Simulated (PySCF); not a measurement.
# C$_{2}$H$_{6}$Hg, SMILES `C[Hg]C`: electronic structure

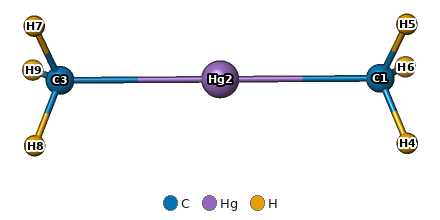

The molecule, with its atoms numbered as below. No frequency check shows the geometry to be a minimum.

Coordinates in Å:

```
C1       2.3472   -0.0011   -0.0006
Hg2      0.0000    0.0002    0.0001
C3      -2.3472    0.0001    0.0005
H4       2.7303   -0.7277    0.7167
H5       2.7306    0.9833    0.2703
H6       2.7300   -0.2588   -0.9882
H7      -2.7301    0.9880    0.2588
H8      -2.7304   -0.7264    0.7180
H9      -2.7306   -0.2703   -0.9835
```

## 1. Bonding charge

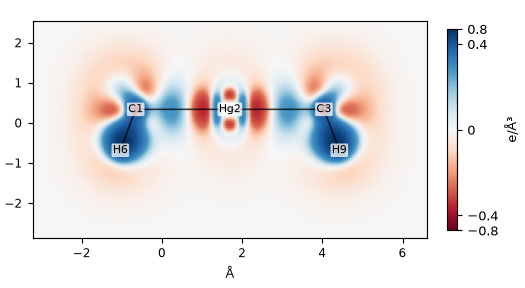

Deformation density (molecule less spherical, spin-averaged free atoms) in the plane of C1, Hg2, C3, H6 and H9; colour scale in e/Å³, logarithmic beyond ±0.1; blue: gain, red: loss.

Method: B3LYP/def2-SVPD; geometry: GFN2-xTB; program: PySCF. Core potentials replace the inner electrons of Hg; spin–orbit coupling isn't included.

> How much density has each bond in this plane gained at its critical point, relative to the free atoms?

C3–H9 and C1–H6: +0.66 e/Å³ at the bond critical point (bond length 1.09 Å). C1–Hg2 and Hg2–C3: +0.09 e/Å³ at the bond critical point (bond length 2.35 Å). In all, 1.7 electrons gather in the regions of gain relative to the promolecule. A small or negative value marks a very polar bond, one between electron-rich atoms, whose free-atom densities already overlap strongly, a long bond to a heavier atom, or a closed-shell contact such as a hydrogen bond.

> Where do the Hirshfeld charges lie?

The highest Hirshfeld charge is on Hg2 (+0.34 e), the lowest on C1 and C3 (−0.21 e).

## 2. Bond critical points

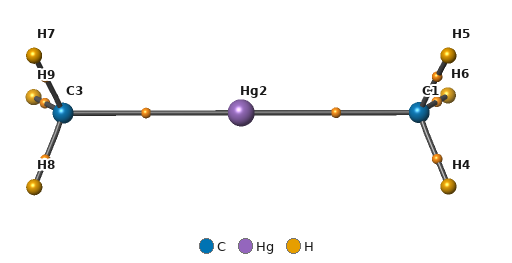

Molecular graph of the electron density (QTAIM): bond paths, bond critical points (orange), ring points (yellow, if any); weak paths are dashed.

> How many critical points of each kind are there, and does the count close?

9 nuclei, 8 bond, 0 ring and 0 cage critical points: 9 − 8 + 0 − 0 = 1, as the Poincaré–Hopf relation requires.

> What does the calculation give at each kind of bond critical point?

```
            bond  length (Å)  ρ (a.u.)  ∇²ρ (a.u.)     ε  H (a.u.)
 C3–H9 (6 alike)       1.090     0.273       −0.99  0.01    −0.293
C1–Hg2 (2 alike)       2.347     0.078       +0.08  0.00    −0.022
```

> What kind of interaction is C3–H9?

Shared-shell (covalent): ρ = 0.273, ∇²ρ = −0.99, H = −0.293 a.u.

## 3. Local ionisation energy

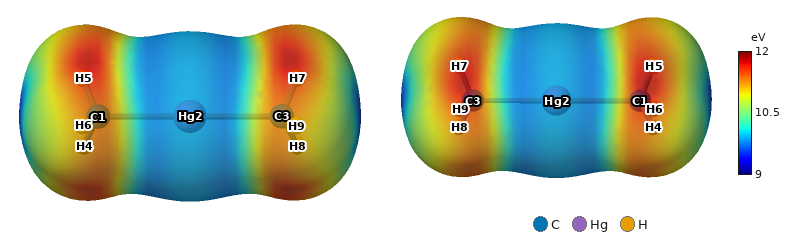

Average local ionisation energy on the surface of electron density 0.001 a.u. (back view left, front view right).

> Where are the most loosely bound electrons on this surface?

The lowest value is 9.5 eV, near H6 (1.85 Å), H5 (1.93 Å), C1 (2.03 Å) and H4 (2.04 Å), and at like points elsewhere. Further minima include 9.8 eV, 2.2 Å from Hg2, and at like points elsewhere. For comparison, the highest occupied orbital lies at −6.5 eV.

> What volume does the surface enclose, and what is the dipole moment?

About 110 Å³; the dipole moment is 0.0 D.

## 4. In an electric field

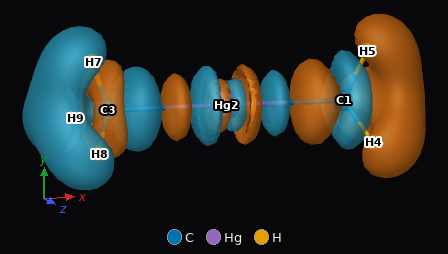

Change of the electron density in a uniform field of 0.21 V/Å, surfaces at ±0.002 e/Å³ (light blue: gain, orange: loss).

> Along which Cartesian direction does the field point?

Along +x: electrons gather on the −x side, against the field.

> What dipole is induced, and what polarisability does it imply?

The induced dipole is 1.22 D (along the field); α along this axis, from the fields in both directions, is 120 bohr³ (17.8 Å³).

> Which atoms gain and lose the most charge?

Electrons gather most on C3 (Hirshfeld charge changes by −0.015 e) and leave C1 most (+0.015 e); 0.068 electrons are displaced in all.

## 5. Removing or adding an electron

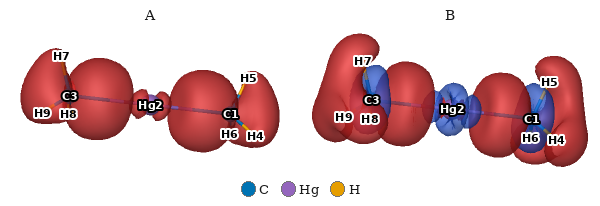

The Fukui function f⁻ from two separate SCF calculations and the density of the HOMO, at ±0.015 e/Å³ (red positive, blue negative).

Level of theory: B3LYP/def2-SVPD (PySCF), at a geometry from GFN2-xTB. Core potentials replace the inner electrons of Hg; spin–orbit coupling isn't included.

> Which panel is which, and how good is the frozen-orbital picture?

B is f⁻ (it has negative regions), A the HOMO density. The HOMO lies on C1 and C3 (30 % each) and Hg2 (20 %); f⁻ (Hirshfeld-condensed) is largest on Hg2 (0.23) and C1 and C3 (0.18 each); the vertical ionisation energy is 8.68 eV. Relaxation shifts 26 % of the electron between atoms. The orbital energy is −6.54 eV.
